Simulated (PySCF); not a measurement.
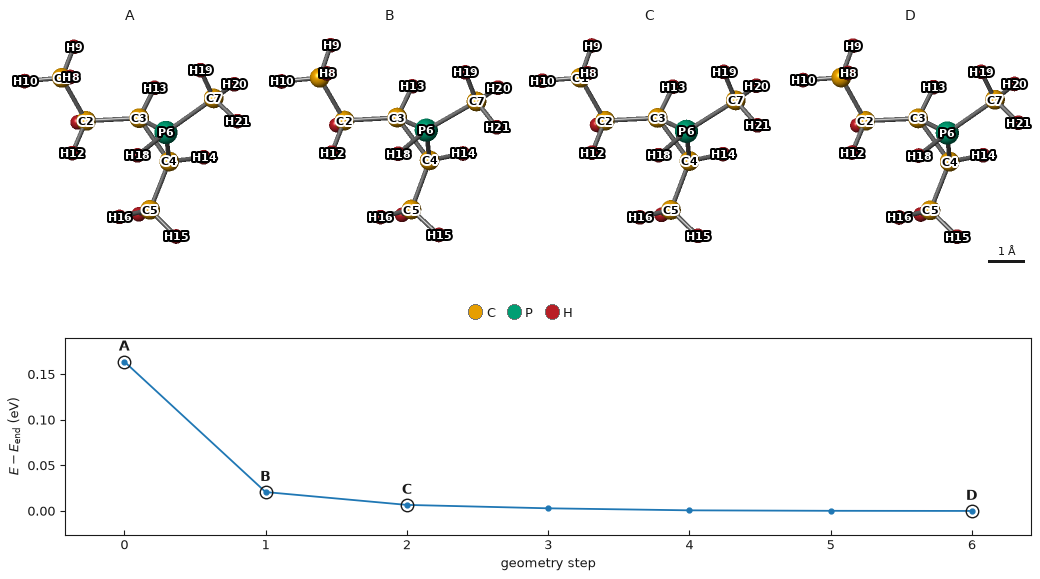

Frames of a relaxation of C$_{6}$H$_{14}$P (charge +1), marked on the history of the run. A ball-and-stick model, seen at a tilt.

The start comes from GFN2-xTB. Its atoms were then displaced at random by about 0.01 Å.

All numbers below come from PySCF, PBE0-D3(BJ)/def2-SVP geometry optimisation, gas phase. 

> What happens along the run?

The largest move after the best rigid fit is that of an H atom, 0.13 Å. By element the largest moves are H 0.13 Å, C 0.06 Å, P 0.04 Å. Some distances before and after: C–H 1.057 → 1.101 Å, C–C 1.555 → 1.519 Å, H–P 1.380 → 1.406 Å, C–C 1.507 → 1.530 Å. Among the angles between lasting bonds that change: H–C–H 110.5° → 107.6°, H–C–H 106.7° → 109.5°, C–C–H 108.7° → 111.5°. Over 6 geometry steps the energy falls by 0.164 eV. Cost: 83 s on 1 thread of Intel(R) Xeon(R) Platinum 8488C, on a shared host. From step 0 to 1: an H atom moves most (0.18 Å), energy −0.143 eV. From step 1 to 2: an H atom moves most (0.07 Å), energy −0.014 eV. From step 2 to 6: an H atom moves most (0.08 Å), energy −0.007 eV.
